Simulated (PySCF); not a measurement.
**CBr2Cl2 (dibromodichloromethane) at 6 levels**

Wanted: a comparison of 6 runs (HF/STO-3G, HF/3-21G, B2PLYP/6-31G*, B3LYP/6-31G*, wB97M-V/6-31G*, SCS-MP2/6-31G*) of CBr2Cl2 (dibromodichloromethane). The job is set up through a Python script.

The results are computed with PySCF 2.14.0.

2 further runs of the same task are left out: 2 set aside as unsound or not needed.

**1. The molecule**

CBr2Cl2 has 5 atoms, charge 0, and is taken as a singlet. SMILES: `ClC(Cl)(Br)Br`. Geometry: relaxed at PBE0-D4/def2-TZVP.

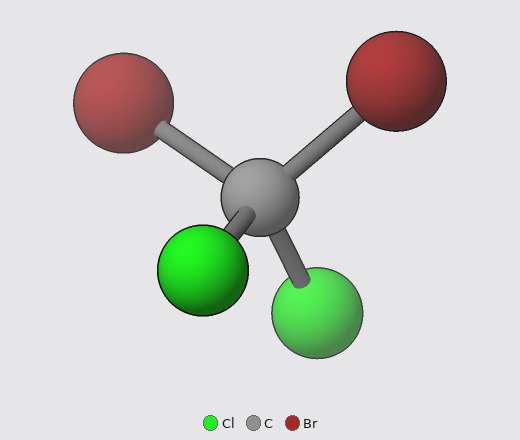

The structure, seen from a chosen angle (chlorine green, carbon grey, bromine red).

**2. The energy at HF/STO-3G (run 1)**

File input.py:

```python
from pyscf import gto

system = gto.M(
    atom='''
Cl     0.575900    -0.931900     1.411700
C     -0.009600    -0.014800     0.034300
Cl    -1.436900     0.900100     0.488900
Br    -0.454900    -1.231600    -1.410000
Br     1.375400     1.204500    -0.566200
''',
    basis='sto-3g',
    charge=0,
    spin=0,
    max_memory=1860,
    verbose=4,
)

mf = system.RHF()
mf.conv_tol = 1e-10
mf.kernel()
if not mf.converged:
    mf = mf.newton().run(mf.mo_coeff, mf.mo_occ)

e_tot = mf.e_tot
print(f'total energy: {e_tot:.8f} hartree')
```

Launch:

```
$ OMP_NUM_THREADS=1 python input.py
```

The log of the run:

```text
PySCF version 2.14.0

[... 57 lines left out ...]
converged SCF energy = -6035.86394707965
total energy: -6035.86394708 hartree
```

It took 2.3 s on 1 thread of Intel Xeon at 2.70GHz, shared host; peak memory 0.13 GiB.

**3. A single-point energy at HF/3-21G (run 2)**

File calc.py:

```python
from pyscf import gto

system = gto.M(
    atom='''
Cl     0.575900    -0.931900     1.411700
C     -0.009600    -0.014800     0.034300
Cl    -1.436900     0.900100     0.488900
Br    -0.454900    -1.231600    -1.410000
Br     1.375400     1.204500    -0.566200
''',
    verbose=4,
    max_memory=1860,
    basis='3-21g',
)

mf = system.RHF()
mf.conv_tol = 1e-10
mf.kernel()
if not mf.converged:
    mf = mf.newton().run(mf.mo_coeff, mf.mo_occ)

e_final = mf.e_tot
print('Final energy', e_final)
```

Launch:

```
$ OMP_NUM_THREADS=1 python calc.py
```

The log of the run:

```text
PySCF version 2.14.0

[... 59 lines left out ...]
converged SCF energy = -6072.27950370234
Final energy -6072.279503702344
```

Run time: 2.4 s. Hardware: 1 thread of Intel Xeon at 2.70GHz, shared host; peak memory 0.15 GiB.

Runs 3 to 4 aren't shown in full; the table further down has their settings and results.

**4. A single-point energy at wB97M-V/6-31G(d) (spherical functions) (run 5)**

File input.py:

```python
from pyscf import gto, dft

mol = gto.M(
    atom='''
Cl     1.088293    -1.761036     2.667726
C     -0.018141    -0.027968     0.064818
Cl    -2.715347     1.700942     0.923887
Br    -0.859636    -2.327387    -2.664514
Br     2.599129     2.276175    -1.069963
''',
    verbose=3,
    unit='bohr',
    max_memory=1860,
    basis='6-31g*',
    charge=0,
)

calc0 = dft.RKS(mol)
calc0.xc = 'wb97m-v'
calc0.nlcgrids.level = 1
calc0.conv_tol = 1e-10
calc0.grids.level = 5
calc0.kernel()
if not calc0.converged:
    calc0 = calc0.newton().run(calc0.mo_coeff, calc0.mo_occ)

energy = calc0.e_tot
print(f'total energy: {energy:.8f} hartree')
```

Launch:

```
$ OMP_NUM_THREADS=1 python input.py
```

The log of the run:

```text
converged SCF energy = -6105.79176423816
total energy: -6105.79176424 hartree
```

Run time: 3.6 min. Hardware: 1 thread of Intel Xeon at 2.70GHz, shared host; peak memory 0.67 GiB.

**5. The energy at SCS-MP2/6-31G(d) (spherical functions) (run 6)**

File job.py:

```python
from pyscf import gto, mp

mol = gto.M(
    atom='''
Cl     0.575900    -0.931900     1.411700
C     -0.009600    -0.014800     0.034300
Cl    -1.436900     0.900100     0.488900
Br    -0.454900    -1.231600    -1.410000
Br     1.375400     1.204500    -0.566200
''',
    verbose=4,
    basis='6-31g*',
    max_memory=1860,
    spin=0,
)

calc0 = mol.RHF()
calc0.conv_tol = 1e-10
calc0.kernel()
if not calc0.converged:
    calc0 = calc0.newton().run(calc0.mo_coeff, calc0.mo_occ)

pt = mp.MP2(calc0, frozen=29).run()
e_tot = calc0.e_tot + 1.2 * pt.e_corr_os + pt.e_corr_ss / 3
print('E = %.10f Eh' % e_tot)
```

Launch:

```
$ OMP_NUM_THREADS=1 python job.py
```

The log of the run:

```text
PySCF version 2.14.0

[... 61 lines left out ...]
converged SCF energy = -6100.97632665507
[... 1 line left out ...]
******** <class 'pyscf.mp.mp2.RMP2'> ********
nocc = 26, nmo = 85
frozen orbitals 29
E(RMP2) = -6101.88036633726  E_corr = -0.904039682182717
E(SCS-RMP2) = -6101.82269433368  E_corr = -0.846367678610561
E_corr(same-spin) = -0.2751691615485
E_corr(oppo-spin) = -0.628870520634217
E = -6101.8226943337 Eh
```

It took 8.7 s on 1 thread of Intel Xeon at 2.70GHz, shared host; peak memory 0.37 GiB.

**6. All runs side by side**

| run | level | frozen core orbitals | integration grid | energy (Eh) | dipole moment (D) of the reference | HOMO energy (eV) | LUMO energy (eV) | wall time |
| --- | --- | --- | --- | --- | --- | --- | --- | --- |
| 1 | HF/STO-3G | – | – | -6035.863947 | 0.99 | -9.42 | 5.91 | 2.3 s |
| 2 | HF/3-21G | – | – | -6072.279504 | 0.82 | -11.35 | 1.75 | 2.4 s |
| 3 | B2PLYP/6-31G* (spherical functions) | 29 | 5 | -6104.998697 | 0.12 | -9.48 | -0.81 | 51 s |
| 4 | B3LYP/6-31G* (spherical functions) | – | 5 | -6106.197578 | 0.05 | -8.07 | -2.42 | 35 s |
| 5 | wB97M-V/6-31G* (spherical functions) | – | 5 | -6105.791764 | 0.11 | -10.59 | -0.04 | 3.6 min |
| 6 | SCS-MP2/6-31G* (spherical functions) | 29 | – | -6101.822694 | 0.18 | -11.46 | 1.57 | 8.7 s |

**7. Outcome**

| quantity | value |
| --- | --- |
| run 6: total energy | -6101.82269 Eh |
| run 6: dipole moment (Hartree–Fock density) | 0.18 D |
| run 6: HOMO energy (Hartree–Fock orbitals) | -11.46 eV |
| run 6: LUMO energy (Hartree–Fock orbitals) | 1.57 eV |
| run 6: HOMO–LUMO gap (Hartree–Fock orbitals) | 13.03 eV |
| run 6: correlation energy (29 core orbitals frozen) | -846.4 mEh |

In words: Over runs 1, 2, 3, 4, 5 the dipole moment (its size) runs from 0.05 D (B3LYP/6-31G*) to 0.99 D (HF/STO-3G). The two ends differ in method and basis. Over runs 1, 2, 3, 4, 5 the HOMO–LUMO gap runs from 5.64 eV (B3LYP/6-31G*) to 15.33 eV (HF/STO-3G). Totals of different functionals can't be ranked against each other. In run 1 the basis is minimal, so the values are rough. All runs together took 5.3 min, the longest 3.6 min.
